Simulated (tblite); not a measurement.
# C5H12BN: the cost of one run

Computed with tblite 0.8.0 and PySCF 2.14.0, with density-fitted response routines of our own, on a single molecule in the gas phase. Atoms are numbered from 0 throughout.

## 1. The starting structure

19 atoms, charge 0, multiplicity 1; geometry from: force field or distance geometry start.

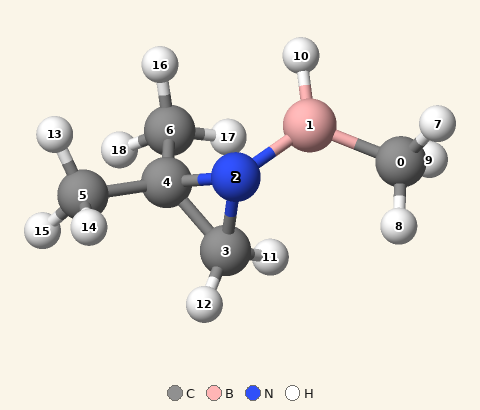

The starting geometry (carbon grey, boron pink, nitrogen blue, hydrogen white), atoms numbered.

## 2. Relaxing the molecule with GFN2-xTB

Job settings and geometry (Å):

```
{"job": {"kind": "relax", "xc": "GFN2-xTB", "basis": "xTB"}, "charge": 0, "multiplicity": 1}
C      2.772700     0.494700     0.609500
B      1.199800     0.603600     0.890800
N      0.282700    -0.601700     0.632900
C      0.228400    -0.914300    -0.832200
C     -0.941000    -0.312700    -0.180000
C     -2.110200    -1.245100     0.139900
C     -1.274300     1.151100    -0.571500
H      3.330200     0.628400     1.563900
H      3.013100    -0.494800     0.171900
H      3.053800     1.296400    -0.095300
H      0.781500     1.557500     1.445000
H      0.825300    -0.266300    -1.492300
H      0.171600    -2.015900    -0.989100
H     -2.727800    -0.787400     0.933400
H     -1.754100    -2.225700     0.505700
H     -2.730200    -1.395100    -0.751900
H     -1.607700     1.702900     0.339100
H     -0.418900     1.678800    -1.027300
H     -2.104600     1.154800    -1.300000
```

On the command line:

```console
$ OMP_NUM_THREADS=1 python probes_run.py task.json out
```

One launch serves the whole session: the jobs run in the order shown.

**Question.** How long does this first job take on 1 thread of Arm Neoverse N1, shared host, and how much memory does it need?

About 1.2 s, with a peak of 0.18 GiB.
